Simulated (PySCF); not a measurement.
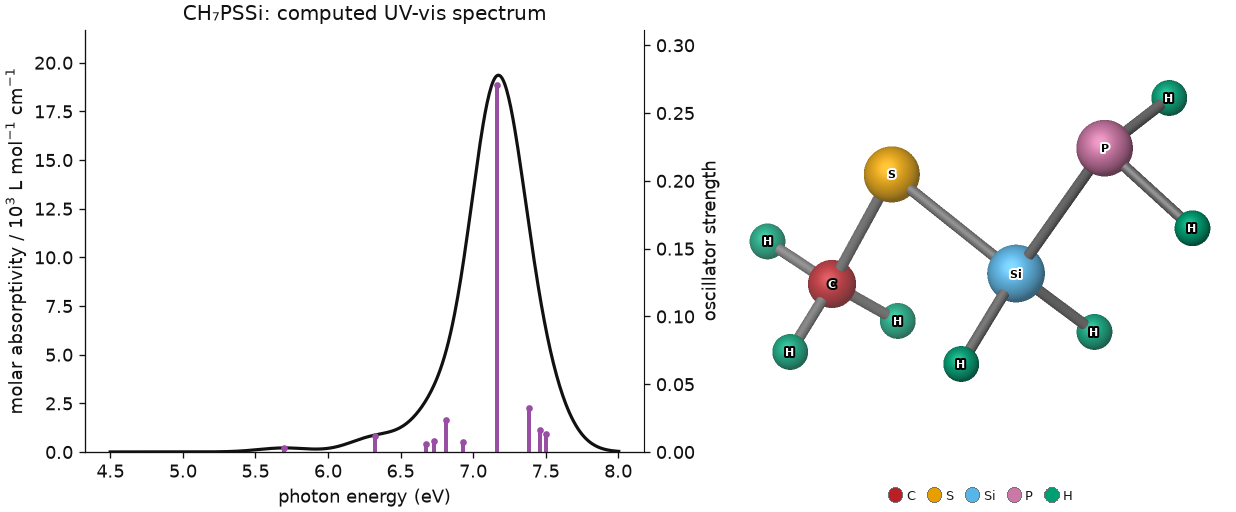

Computed absorption of CH₇PSSi, SMILES CS[SiH2]P. Vertical TDDFT excitations, BHandHLYP/def2-SVPD in PySCF 2.14.0, at a PBE0-D3(BJ)/def2-SVP geometry (no frequency check), gas phase. Only the first 10 singlet excitations are included; each is broadened by a Gaussian of 1/e half-width 0.25 eV. Sticks give oscillator strengths (right axis).

Which of the computed transitions is the brightest, and what character does the calculation give it?

Answer. S7 at 7.16 eV (173 nm), f = 0.271, mainly HOMO−1 → LUMO+1 (56 %).

Does any vertical transition fall in the visible?

Answer. No singlet lies below 3.1 eV (beyond 400 nm), so at this level no vertical transition falls in the visible.

Where is the lowest singlet, and is it bright?

Answer. S1 lies at 5.70 eV (218 nm) with f = 0.003, mainly HOMO → LUMO (83 %); it is dark or nearly so.

Note: one conformer of a flexible molecule; core orbitals are frozen in the response.
